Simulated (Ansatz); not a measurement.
**SiH3I (SMILES [SiH3]I) at SVWN5/def2-TZVP (core potential)**

What is the electronic atomisation energy of SiH3I at SVWN5/def2-TZVP (core potential)? 

Program for the calculation: Ansatz 0.2.0.

43 further runs of the same task are left out: 12 that didn't finish, 31 set aside as unsound or not needed.

## (1) The structure to begin with

SiH3I: 5 atoms, total charge 0, spin state singlet. As SMILES, `[SiH3]I`. The shape is that of a PBE0-D4/def2-TZVP optimisation.

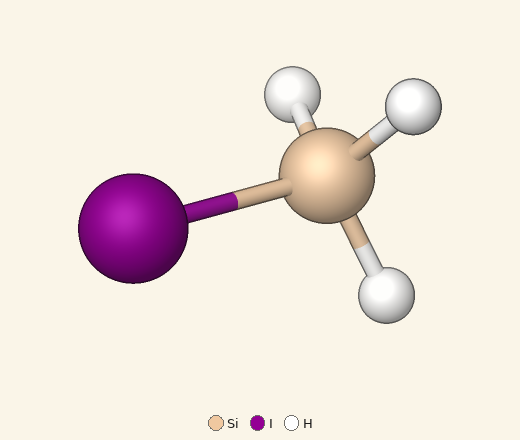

The structure, seen from a chosen angle (silicon light orange, iodine purple, hydrogen white).

## (2) The energy at SVWN5/def2-TZVP (core potential)

Input file job.yaml:

```yaml
basis:
  gaussian: {orbitals: def2-TZVP}
crystal:
  periodic: [false, false, false]
  atoms:
    - {symbol: Si, position_ang: [-0.165600, 0.069300, -0.077300]}
    - {symbol: I, position_ang: [1.907700, -0.923300, 0.737800]}
    - {symbol: H, position_ang: [-1.144400, 0.089000, 1.033900]}
    - {symbol: H, position_ang: [-0.671300, -0.755700, -1.198400]}
    - {symbol: H, position_ang: [0.123500, 1.447000, -0.537300]}
hamiltonian: {xc: {name: SVWN5}}
accuracy: high
output: {orbitals: {seedname: orbitals}}
```

Command:

```console
$ ansatz run job.yaml --threads 1 --pin off --max-ram 3480MiB --events-out events.jsonl --progress --plain --runs-dir runs
```

The log of the run:

```text
Warning: RAYON_NUM_THREADS=1 ignored (pool sized by the plan → 1); use --threads N
Functional definition: SVWN5
  name "SVWN5"
  exchange = slater_x
  correlation = vwn5_c
1899 factors; integrals over basis functions are off by at most 3.4e-9 eV
mean field evaluation 1: about -15984.0047 eV, gradient 1.7e1 eV
mean field evaluation 2: about -15983.5492 eV, gradient 2.3e1 eV
mean field evaluation 4: about -15985.1139 eV, gradient 9.1e-1 eV
mean field evaluation 8: about -15985.1104 eV, gradient 3.9e-2 eV
mean field evaluation 16: about -15985.1104 eV, gradient 2.0e-6 eV
mean field -15985.11038813 eV, -587.4419716668 hartree, gradient 1.5e-8 eV, S^2 0.000000; 0 other end points of the search recorded, 0 dependent functions left out
reference -15985.11039119 eV, -587.4419717792 hartree; 21, 21 occupied and 84, 84 virtual orbitals, 1899 factors
Total energy: -15985.11039119 eV, -587.4419717792 hartree
```

It took 4.5 s on 1 thread of Arm Neoverse V1, shared host; peak memory 0.24 GiB.

## (3) The H atom

Input file input.yaml:

```yaml
crystal:
  periodic: [false, false, false]
  atoms:
    - {symbol: H, position_ang: [0.000000, 0.000000, 0.000000]}
basis:
  gaussian: {orbitals: def2-TZVP}
magnetization: {spin_polarized: true, initial_magnetization: 1}
hamiltonian: {xc: {name: SVWN5}}
accuracy: high
```

Run the same way, it converges to -0.47834 Eh (log not shown).

## (4) The I atom

Input file job.yaml:

```yaml
crystal:
  periodic: [false, false, false]
  atoms:
    - {symbol: I, position_ang: [0.000000, 0.000000, 0.000000]}
basis:
  gaussian:
    orbitals: def2-TZVP
magnetization:
  spin_polarized: true
  initial_magnetization: 1
hamiltonian:
  xc: {name: SVWN5}
accuracy: high
```

Run the same way, it converges to -297.25865 Eh (log not shown).

## (5) The Si atom at the same level

Input file in.yaml:

```yaml
crystal:
  periodic: [false, false, false]
  atoms:
    - {symbol: Si, position_ang: [0.000000, 0.000000, 0.000000]}
basis:
  gaussian:
    orbitals: def2-TZVP
magnetization:
  spin_polarized: true
  initial_magnetization: 2
hamiltonian:
  xc: {name: SVWN5}
accuracy: high
```

Run the same way, it converges to -288.20743 Eh (log not shown).

## (6) Results

Level: SVWN5/def2-TZVP (core potential).

| quantity | value |
| --- | --- |
| molecule: total energy | -587.44197 Eh |
| molecule: HOMO energy | -6.73 eV |
| molecule: LUMO energy | -1.86 eV |
| molecule: HOMO–LUMO gap | 4.87 eV |
| H atom: total energy | -0.47834 Eh |
| H atom: ⟨S²⟩ | 0.750 |
| I atom: total energy | -297.25865 Eh |
| I atom: ⟨S²⟩ | 0.751 |
| Si atom: total energy | -288.20743 Eh |
| Si atom: ⟨S²⟩ | 2.002 |
| electronic atomisation energy | 14.718 eV |

Taking the molecule apart into free atoms costs 14.72 eV (1420 kJ/mol), before zero-point energy and without spin-orbit coupling.
